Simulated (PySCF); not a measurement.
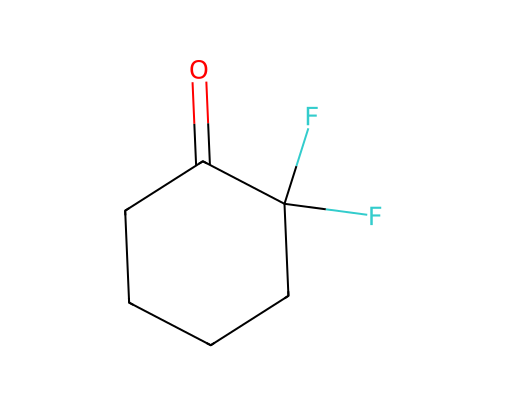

A structural formula.

Question: Give its SMILES.

Answer: O=C1CCCCC1(F)F

Question: What is the molecular formula?

Answer: C6H8F2O.

Question: An optimisation with PBE0-D3(BJ)/def2-SVP gave a structure of which point group?

Answer: C1.

More results for the same structure follow; atom numbers are the same in all pictures, views and colours differ. Computed geometry: PBE0-D3(BJ)/def2-SVP optimisation. No frequency run is at hand to confirm it as a minimum.

## Shape

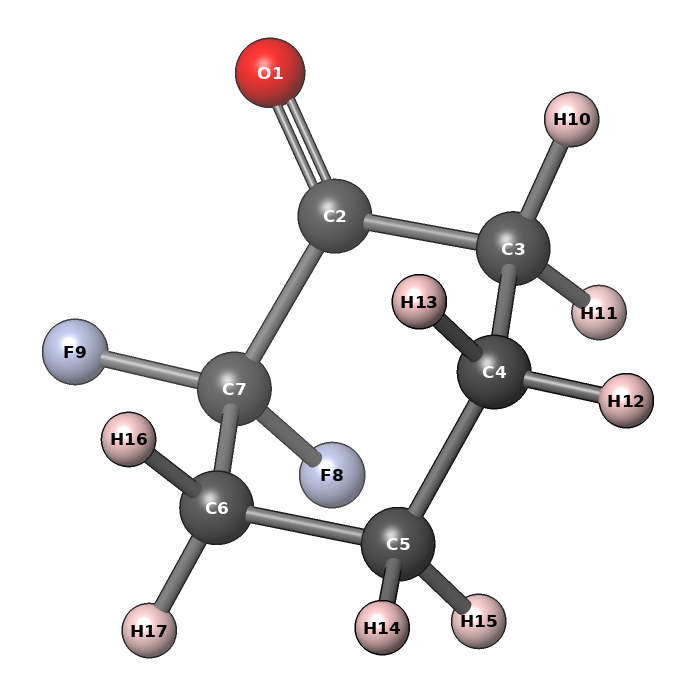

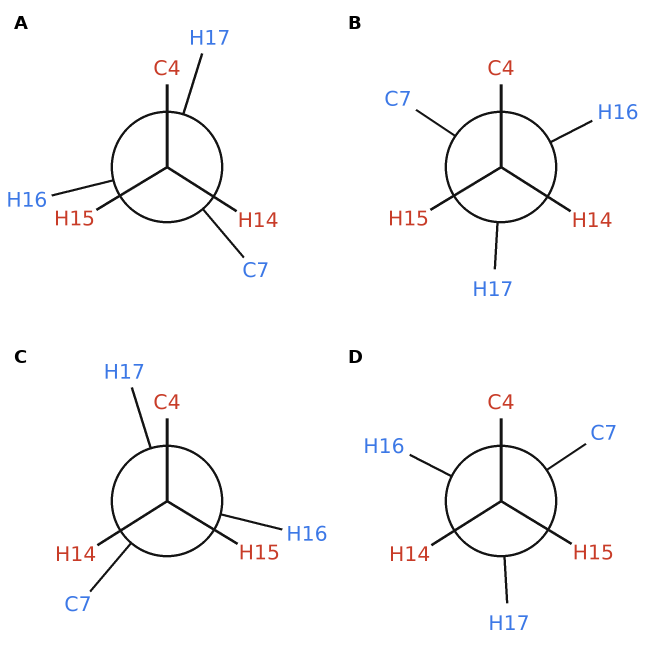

Distant atoms are faded towards the background colour. Bonds that would overlap in a projection are set slightly apart. No frequency run is at hand to confirm it as a minimum.

Question: Which Newman projection shows the view along C5–C6, with C5 in front?

Answer: D. The torsion angle C4–C5–C6–C7 is 56°, synclinal (gauche).

## Quadrupole coupling

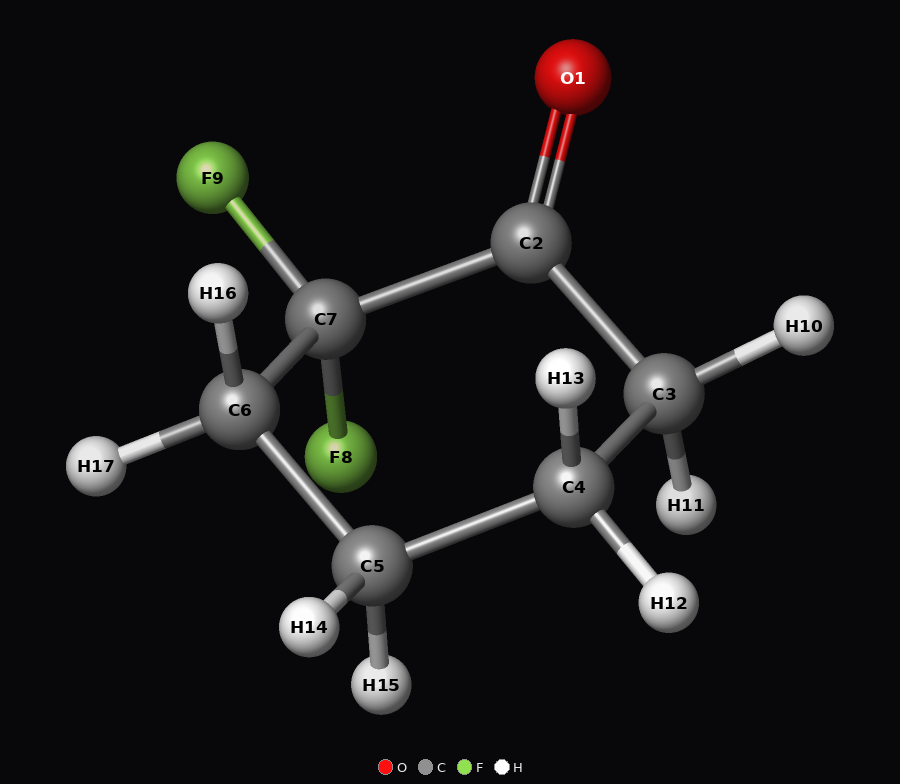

No frequency run is at hand to confirm it as a minimum. Electric field gradients from the ground-state density, PBE0/pcSseg-1 in acetone (IEF-PCM) (PySCF 2.14.0), non-relativistic apart from any core potentials.

Give the largest field-gradient component, the quadrupole coupling constant and the asymmetry for 17O at O1 (Q = −25.6 mb), 2H at H10 (Q = 2.86 mb), 2H at H11 (Q = 2.86 mb).

```tsv
atom	V_zz (a.u.)	e²qQ/h (MHz)	η
O1	−2.012	12.10	0.50
H10	0.288	0.194	0.01
H11	0.278	0.187	0.02
```

## Excitation

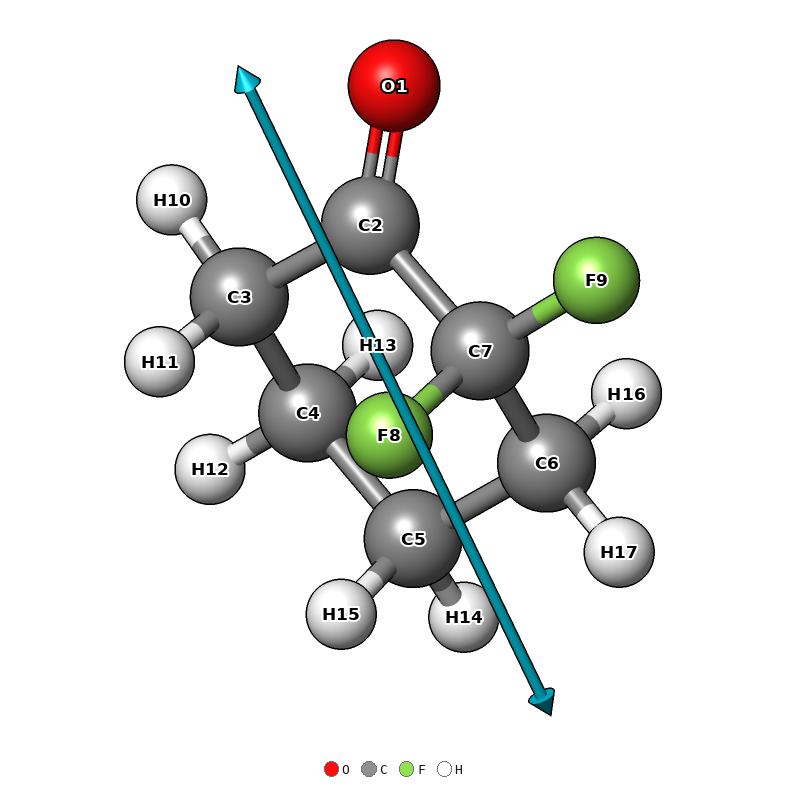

The double arrow shows the direction of the transition dipole to excited singlet state 2 (its length means nothing). No frequency run is at hand to confirm it as a minimum. Level of theory: TDDFT CAM-B3LYP/def2-SVPD, vertical, IEF-PCM acetone (non-equilibrium linear response), core orbitals frozen in the response (PySCF 2.14.0).

Question: Give its energy, strength and character.

Answer: 7.24 eV (171 nm), oscillator strength 0.026, mainly HOMO−1 → LUMO (weight 0.73); transition dipole 0.97 D.

## Ring current

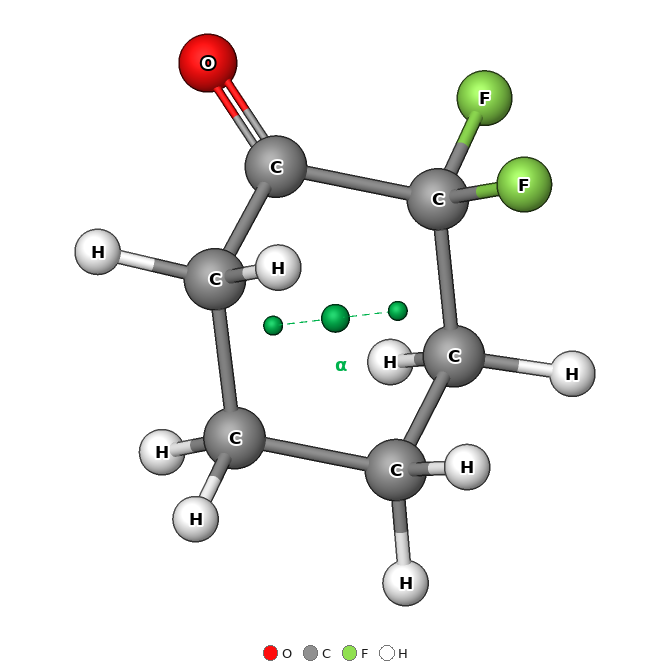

The small points mark where nucleus-independent chemical shifts (NICS) were computed: at the centre of each lettered ring and 1 Å above and below it. No frequency run is at hand to confirm it as a minimum. Properties computed with GIAO WP04/pcSseg-1 NMR shielding, non-relativistic, IEF-PCM chloroform (PySCF 2.14.0).

Give NICS(0), NICS(1) and the out-of-plane component NICS(1)zz for each ring (means of the two sides).

| ring | members | NICS(0) | NICS(1) | NICS(1)zz |
| --- | --- | --- | --- | --- |
| α | C6 | −1.0 | −1.6 | 2.4 |

Values in ppm.

Question: What do the values say about the ring currents?

Answer: Ring α: weak, as in a non-aromatic ring. NICS is one index among several.

## NMR shielding

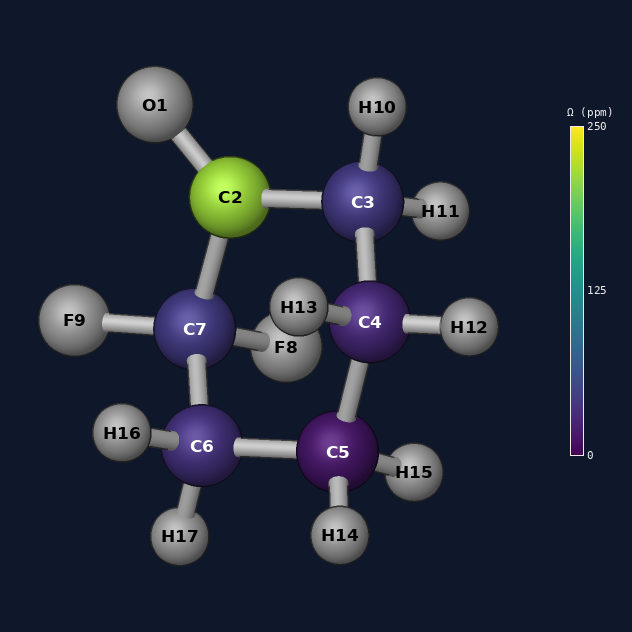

The C atoms are coloured by the span of their shielding tensor. No frequency run is at hand to confirm it as a minimum. Properties computed with GIAO WP04/pcSseg-1 NMR shielding, non-relativistic, IEF-PCM chloroform (PySCF 2.14.0). Principal shieldings σ11 ≤ σ22 ≤ σ33, span Ω = σ33 − σ11, skew κ = 3(σiso − σ22)/Ω.

Question: Which C atom has the most anisotropic shielding?

Answer: C2, with a span of 214 ppm.

Give the shielding tensors of the C atoms.

```csv
atom,σ11,σ22,σ33,σiso,Ω,κ
C2,−134.0,−58.7,79.8,−37.6,213.9,0.30
C3,107.3,127.7,150.8,128.6,43.5,0.06
C4,125.3,142.5,155.5,141.1,30.2,−0.14
C5,139.7,143.5,155.9,146.3,16.3,0.53
C6,112.8,134.2,149.5,132.2,36.7,−0.17
C7,24.7,50.3,69.1,48.0,44.5,−0.15
```

Shieldings and span in ppm.
